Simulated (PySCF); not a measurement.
C$_{5}$H$_{14}$Si$_{3}$ (SMILES C=CC1[SiH2]C[SiH2]C[SiH2]1)

Input file:

```
{"job": {"kind": "uv", "xc": "B3LYP", "basis": "def2-SVPD", "ip": true}, "charge": 0, "multiplicity": 1}
C     -3.151896    -0.283376    -0.711601
C     -1.816068    -0.257318    -0.754408
C     -0.908309     0.215433     0.334562
Si     0.252829    -1.170465     0.919016
C      1.407571    -1.655669    -0.488287
Si     2.410938    -0.208876    -1.162902
C      1.263032     1.213543    -1.624773
Si     0.107339     1.720897    -0.226359
H     -3.702956     0.055821     0.171464
H     -3.738908    -0.645212    -1.559160
H     -1.328912    -0.612777    -1.673272
H     -1.502337     0.534615     1.210380
H     -0.553732    -2.344147     1.379594
H      1.063180    -0.666281     2.073344
H      0.810178    -2.096877    -1.305400
H      2.097848    -2.443030    -0.140526
H      3.360719     0.257683    -0.103101
H      3.219504    -0.637747    -2.349130
H      0.657727     0.920532    -2.500484
H      1.868051     2.082790    -1.934007
H      0.918303     2.215204     0.932108
H     -0.816404     2.815448    -0.660715
```

Command:

```sh
OMP_NUM_THREADS=1 python probes_run.py task.json out
```

Geometry: PBE0-D3(BJ)/def2-SVP.

Method: B3LYP/def2-SVPD, SCF density, gas phase (PySCF).

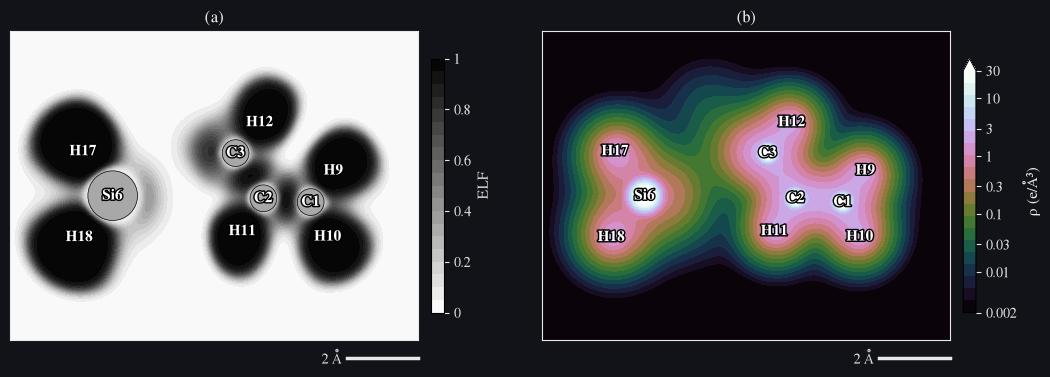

Figure 1. (a) ELF; (b) electron density on the plane of atoms C3, C2 and H11. Grey discs cover the atomic cores in the ELF map.

Q: What do the fields say about this system?

A: The plane passes through C, Si and H nuclei. C–C (1.34 Å): ρ is about 2.3 e/Å³ halfway; the ELF peaks at about 0.95 between the atoms (a short, multiple covalent bond). C–H (1.09 Å): the density is about 1.9 e/Å³ at the midpoint; the ELF climbs to about 1 towards the hydrogen, as it does in any bond to H; a covalent bond by its length. C–C (1.49 Å): the density is about 1.7 e/Å³ at the midpoint; the ELF peaks at about 0.95 between the atoms; localised, covalent bonding. Si–H (1.50 Å): the density is about 0.76 e/Å³ at the midpoint; the ELF climbs to about 1 towards the hydrogen.

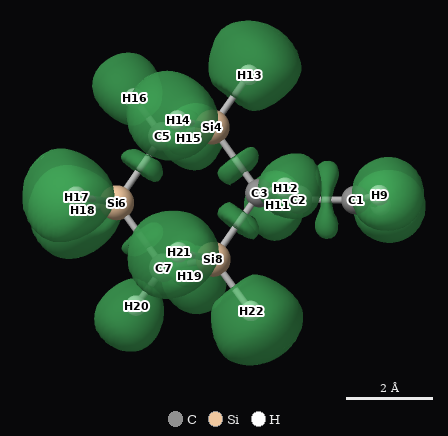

Figure 2. Isosurface of the electron localisation function at 0.85 (green), seen across its widest extent. Core shells and regions of very low density are left out.

Q: What do the ELF domains correspond to?

A: The surface consists of two regions between bonded C–C atoms (shared pairs), six regions between bonded C–Si atoms (shared pairs) and 14 regions around hydrogen nuclei. Along the contacts the grid gives the following. C–Si (1.88 Å): the ELF peaks at about 0.95 between the atoms; a shared electron pair.

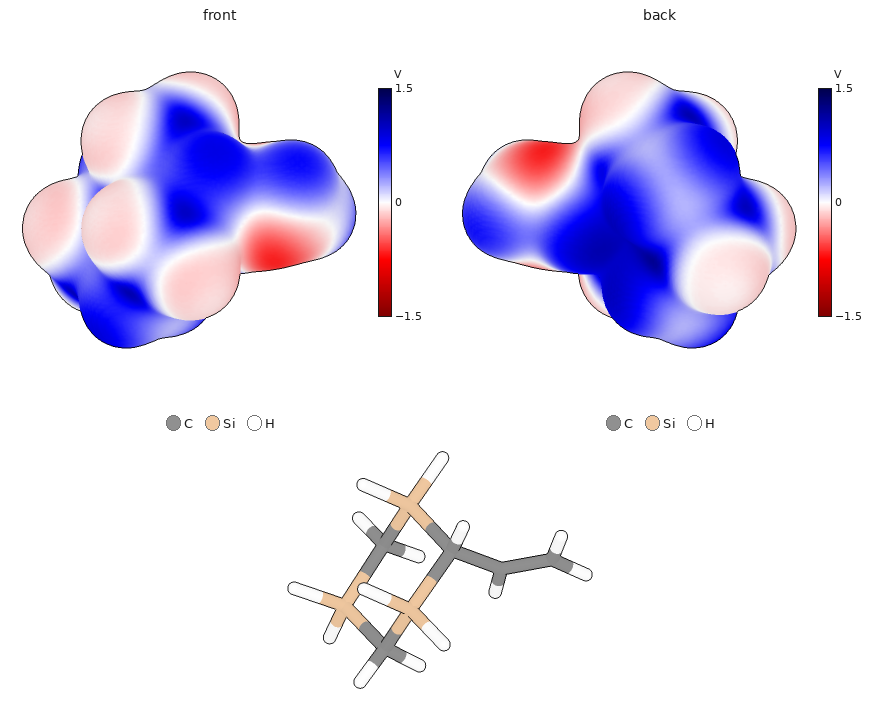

Figure 3. The electrostatic potential painted on the density surface at 0.002 e/bohr³, seen from the front and from behind; the colour scale runs from red (negative) to blue (positive). The bare structure is drawn below in the same view.

Q: Describe the electrostatic potential map.

A: The most negative region (about −0.6 V) lies over the π face of C1 and C2, the most positive (about +1.1 V) over Si4, Si6, Si8 and H11.
